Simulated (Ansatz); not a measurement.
**C2F2 (SMILES FC#CF): B3LYP/cc-pVTZ**

What is the vertical singlet–triplet gap of C2F2 at B3LYP/cc-pVTZ? 

The results are computed with Ansatz 0.2.0.

25 further runs of the same task are left out: 1 that didn't finish, 24 set aside as unsound or not needed.

### 1 The molecule

C2F2 has 4 atoms, charge 0, and is taken as a singlet. As SMILES, `FC#CF`. The shape is that of a PBE0-D4/def2-TZVP optimisation.

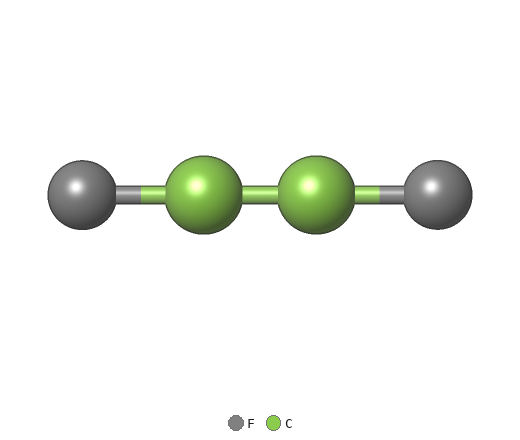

The structure, seen from a chosen angle (fluorine grey, carbon green).

### 2 A single-point energy at B3LYP/cc-pVTZ

Contents of job.yaml:

```yaml
crystal:
  periodic: [false, false, false]
  atoms:
    - {symbol: F, position_ang: [-0.136400, 0.128000, 1.852800]}
    - {symbol: C, position_ang: [-0.033700, 0.030200, 0.583200]}
    - {symbol: C, position_ang: [0.061400, -0.060400, -0.593400]}
    - {symbol: F, position_ang: [0.164100, -0.158200, -1.863000]}
basis:
  gaussian: {orbitals: cc-pVTZ}
total_charge: 0
hamiltonian: {xc: {name: B3LYP}}
accuracy: high
output: {orbitals: {seedname: orbitals}}
```

Run with:

```bash
$ ansatz run job.yaml --threads 1 --pin off --max-ram 3480MiB --events-out events.jsonl --progress --plain --runs-dir runs
```

Log:

```text
Warning: RAYON_NUM_THREADS=1 ignored (pool sized by the plan → 1); use --threads N
Functional definition: B3LYP
  name "B3LYP"
  parameter a0 = 0.2
  parameter ax = 0.72
  parameter ac = 0.81
  exchange = (1 - a0 - ax)*slater_x + ax*b88_x + a0*exact_x
  correlation = (1 - ac)*vwn_rpa_c + ac*lyp_c
1827 factors; integrals over basis functions are off by at most 3.4e-9 eV
mean field evaluation 1: about -7503.9498 eV, gradient 3.6e1 eV
mean field evaluation 2: about -7504.7581 eV, gradient 2.7e1 eV
mean field evaluation 4: about -7506.3996 eV, gradient 1.9e0 eV
mean field evaluation 8: about -7506.4103 eV, gradient 2.2e-2 eV
mean field evaluation 16: about -7506.4103 eV, gradient 2.2e-7 eV
mean field -7506.41026893 eV, -275.8554893557 hartree, gradient 1.8e-8 eV, S^2 0.000000; 0 other end points of the search recorded, 0 dependent functions left out
reference -7506.41029534 eV, -275.8554903262 hartree; 15, 15 occupied and 105, 105 virtual orbitals, 1827 factors
Total energy: -7506.41029534 eV, -275.8554903262 hartree
```

Wall time 4.5 s (1 thread of Arm Neoverse V2, shared host); peak memory 0.3 GiB.

### 3 The triplet

Contents of job.yaml:

```yaml
crystal:
  periodic: [false, false, false]
  atoms:
    - symbol: F
      position_ang: [-0.136400, 0.128000, 1.852800]
    - symbol: C
      position_ang: [-0.033700, 0.030200, 0.583200]
    - symbol: C
      position_ang: [0.061400, -0.060400, -0.593400]
    - symbol: F
      position_ang: [0.164100, -0.158200, -1.863000]
basis:
  gaussian:
    orbitals: cc-pVTZ
total_charge: 0
magnetization:
  spin_polarized: true
  initial_magnetization: 2
hamiltonian:
  xc: {name: B3LYP}
accuracy: high
output: {orbitals: {seedname: orbitals}}
```

Run with:

```bash
$ ansatz run job.yaml --threads 1 --pin off --max-ram 3480MiB --events-out events.jsonl --progress --plain --runs-dir runs
```

Log, cut to the lines that bear on the results:

```text
Warning: RAYON_NUM_THREADS=1 ignored (pool sized by the plan → 1); use --threads N
[... 7 set-up lines as earlier in the session ...]
1827 factors; integrals over basis functions are off by at most 3.4e-9 eV
mean field evaluation 1: about -7497.3936 eV, gradient 2.4e1 eV
mean field evaluation 2: about -7497.6472 eV, gradient 2.2e1 eV
mean field evaluation 4: about -7499.8558 eV, gradient 2.1e0 eV
mean field evaluation 8: about -7500.0510 eV, gradient 2.1e-1 eV
mean field evaluation 16: about -7500.0513 eV, gradient 1.3e-4 eV
mean field evaluation 32: about -7500.0513 eV, gradient 2.7e-8 eV
mean field -7500.05129262 eV, -275.6218012864 hartree, gradient 6.4e-8 eV, S^2 2.003138; 2 other end points of the search recorded, 0 dependent functions left out
reference -7500.05132131 eV, -275.6218023409 hartree; 16, 14 occupied and 104, 106 virtual orbitals, 1827 factors
Total energy: -7500.05132131 eV, -275.6218023409 hartree
```

Run time: 26 s. Hardware: 1 thread of Arm Neoverse V2, shared host; peak memory 0.43 GiB.

### 4 What came out

At B3LYP/cc-pVTZ:

```
                                        quantity          value
                           singlet: total energy  -275.85549 Eh
                            singlet: HOMO energy       -7.93 eV
                            singlet: LUMO energy        0.78 eV
                          singlet: HOMO–LUMO gap        8.70 eV
                           triplet: total energy  -275.62180 Eh
     triplet: HOMO energy (highest over α and β)       -1.85 eV
                                   triplet: ⟨S²⟩          2.003
vertical energy of the triplet above the singlet       6.359 eV
```

At this shape the triplet lies 6.36 eV (614 kJ/mol) above the singlet.
